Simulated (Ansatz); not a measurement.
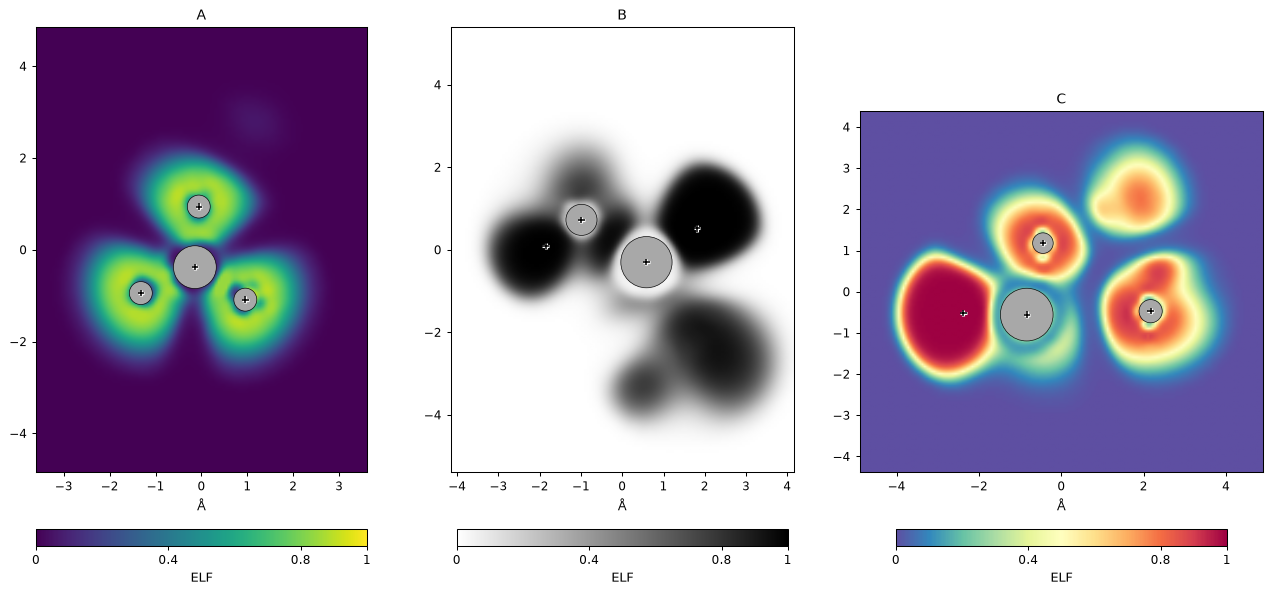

The ELF of 3 systems, each on a plane through atoms (crosses mark nuclei in the plane; grey discs cover the cores).

Method: RKS PBE0-D4/def2-TZVPP (Ansatz 0.2.0).

System 1: CH₆Si···HS···H, the plane of atoms H4, Si1 and C5. A transition-state structure; geometry: PBE0-D4/def2-TZVP.

```xyz
11

Si   -0.4214   -0.3054    0.1705
S     1.1242   -2.0255    1.2200
H    -0.7402   -1.3770   -0.8171
H    -1.3208   -0.3312    1.3439
C    -0.6154    1.2407   -0.8803
H     1.1516   -0.3593    1.1987
H     0.8490    0.5514    0.9441
H     1.9494   -2.0293    0.1597
H    -1.5574    1.1725   -1.4357
H    -0.6100    2.1570   -0.2870
H     0.1909    1.3061   -1.6167
```

System 2: FGeH₃···H₂O···HF, the plane of atoms F2, Ge1 and H3. The reactant side of a reaction path; geometry: PBE0-D4/def2-TZVP; a saddle point, not a minimum.

| atom | x (Å) | y (Å) | z (Å) |
| --- | --- | --- | --- |
| Ge | -0.6319 | -1.0901 | -0.9338 |
| F | 1.0744 | -0.8576 | -0.4848 |
| H | -0.5207 | -2.2379 | -1.9490 |
| H | -1.3610 | -1.5187 | 0.3359 |
| H | -1.0957 | 0.2144 | -1.5706 |
| H | 0.2306 | 1.5275 | 0.9903 |
| O | -0.6801 | 1.2027 | 1.0178 |
| H | 1.8012 | 0.4255 | 0.1260 |
| F | 2.0629 | 1.2430 | 0.5187 |
| H | -0.8797 | 1.0912 | 1.9495 |

System 3: BF₃···HCl···HF, the plane of atoms F3, B1 and F4. The product side of a reaction path; geometry: PBE0-D4/def2-TZVP; a saddle point, not a minimum.

```xyz
8

B    -0.7128   -1.2344    0.1706
Cl    2.0279   -0.1414   -0.2259
F    -0.5208   -2.2262   -0.6569
F    -0.5352   -1.3721    1.4583
H    -0.6309    1.7049   -0.1706
F    -1.2332   -0.0988   -0.2894
H     1.5390    1.0530   -0.1750
F     0.0658    2.3150   -0.1109
```

> Match each panel to its system.

Panel A is system 3, BF₃···HCl···HF: the plane holds B and F. B–F (1.31 Å): the ELF peaks at about 0.85 between the atoms, as expected for a polar covalent bond. Panel B is system 1, CH₆Si···HS···H: the plane holds Si, H and C. C–Si (1.88 Å): the ELF peaks at about 0.95 between the atoms (localised, covalent bonding). Panel C is system 2, FGeH₃···H₂O···HF: the plane holds Ge, F, H and O. Ge–F (1.78 Å): the ELF peaks at about 0.80 in the valence shell of F, 0.6 Å from its nucleus, and is about 0.25 at the midpoint.
